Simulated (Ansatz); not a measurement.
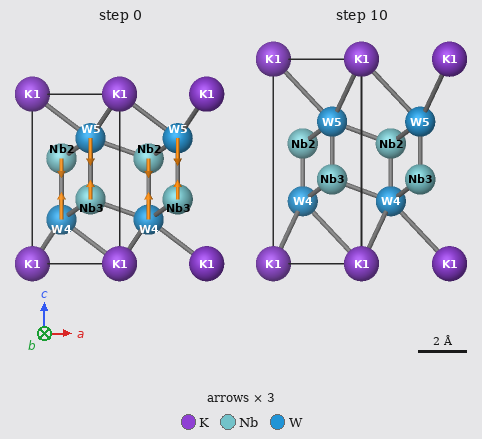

The structure of a crystal of KNb$_{2}$W$_{2}$ (a generated structure, set up in P-3m1) (coarse preliminary run) before (left) and after (right) a relaxation, at one scale. The orange arrows give the displacements (the part carried along by the change of the cell is left out), magnified 3 times.

A ball-and-stick model of the cell of the calculation, repeated 2 × 1 × 1 with one cell outlined, seen along the b axis.

Theory: DFT PBE, scalar-relativistic, plane waves, PAW in Ansatz 0.2.0. Set-up: plane-wave cutoff 420 eV; k-point mesh 6 × 6 × 4; occupations gaussian; smearing width 0.1 eV; no spin polarisation; cell and atoms relaxed; force threshold 0.04 eV/Å; at most 70 steps.

Describe what moved and what it gained.

Answer. The largest moves relative to the cell, 0.40 Å, are those of W4 and W5. W4 goes along +c. By element the largest moves are W 0.40 Å, Nb 0.28 Å. K stays in place. Cell: a = b 4.276 → 4.322 Å (+1.1 %), c 7.206 → 8.692 Å (+20.6 %). Volume +23.2 %. Among the contacts that change: K1–W4 3.099 → 3.644 Å, Nb2–W4 2.594 → 2.452 Å, Nb2–Nb3 3.014 → 2.923 Å, Nb2–W5 2.616 → 2.662 Å. Bond angles that change, for instance: W4–K1–W4 87.2° → 72.7°, W4–K1–W5 92.8° → 107.3°. The space group stays P-3m1 (No. 164). Over 8 accepted moves (10 points after the start) the energy falls by 149 meV per atom. Largest force component: 1 eV/Å at the start, 0.031 eV/Å at the end. Pressure: 4.96 GPa at the start and 0.07 GPa at the end. The SCF was repeated twice at an unchanged geometry on a basis and grid sized afresh for the cell, which shifted the energy by 3.7 meV per atom at most.
